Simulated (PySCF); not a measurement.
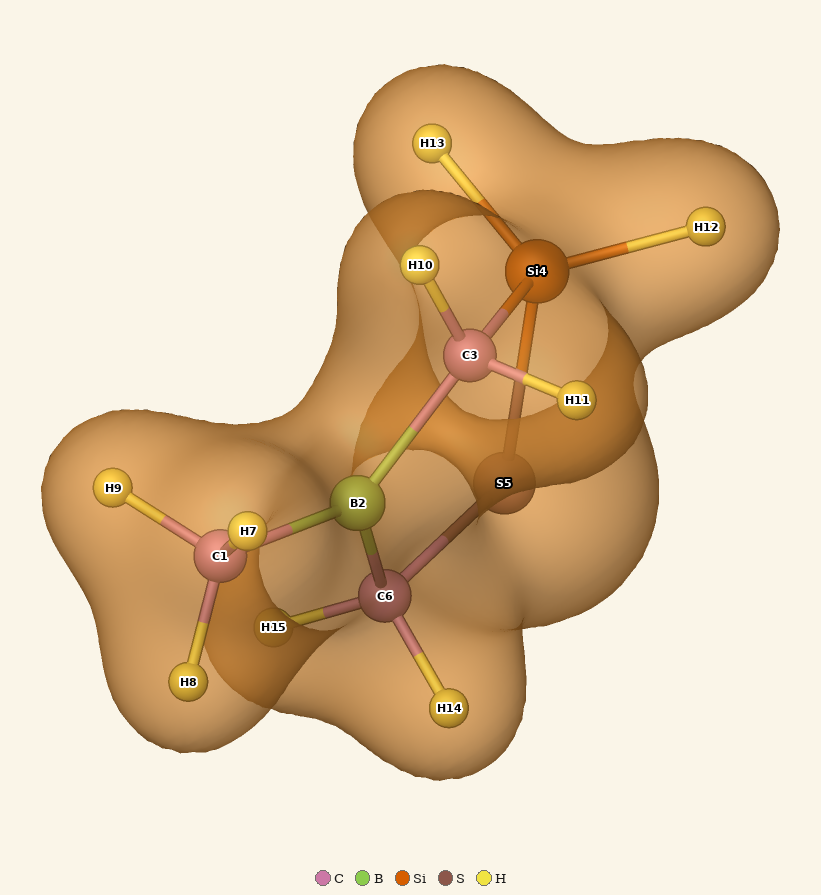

C₃H₉BSSi (SMILES CB1C[SiH2]SC1). Isosurface of the total electron density at 0.2 e/Å³ (orange), seen at an oblique angle.

Geometry: GFN2-xTB.

All numbers below come from PySCF 2.14.0, CAM-B3LYP/def2-SVPD, SCF density, gas phase.

Input file:

```
{"job": {"kind": "uv", "xc": "CAM-B3LYP", "basis": "def2-SVPD", "nstates": 8, "ntriplets": 3}, "charge": 0, "multiplicity": 1}
C      2.014854    -0.410330     0.533694
B      0.569433     0.083658     0.158880
C     -0.731717    -0.413000     0.885979
Si    -2.182935    -0.325156    -0.339103
S     -1.376570     1.157530    -1.658506
C      0.359708     1.095035    -1.033529
H      2.124838    -0.649754     1.588844
H      2.799789     0.290459     0.258904
H      2.217482    -1.332909    -0.011731
H     -0.636609    -1.383465     1.370121
H     -0.943944     0.296216     1.691196
H     -3.421593     0.194133     0.226718
H     -2.384667    -1.584614    -1.053845
H      0.605129     2.118004    -0.738373
H      0.982388     0.872184    -1.901161
```

Command:

```sh
OMP_NUM_THREADS=1 python probes_run.py task.json out
```

**What does this surface tell about the bonding?**

At this value the surface is in one piece. It bridges the sampled C–B (1.57 Å), C–S (1.85 Å), C–Si (1.90 Å) and Si–S (2.14 Å) contacts, where the density stays above the isovalue. On the grid the lowest density along these lines, outside the cores, is 1.2 e/Å³ (C–B, 1.57 Å), 1.1 e/Å³ (C–S, 1.85 Å), 0.76 e/Å³ (C–Si, 1.90 Å) and 0.64 e/Å³ (Si–S, 2.14 Å).
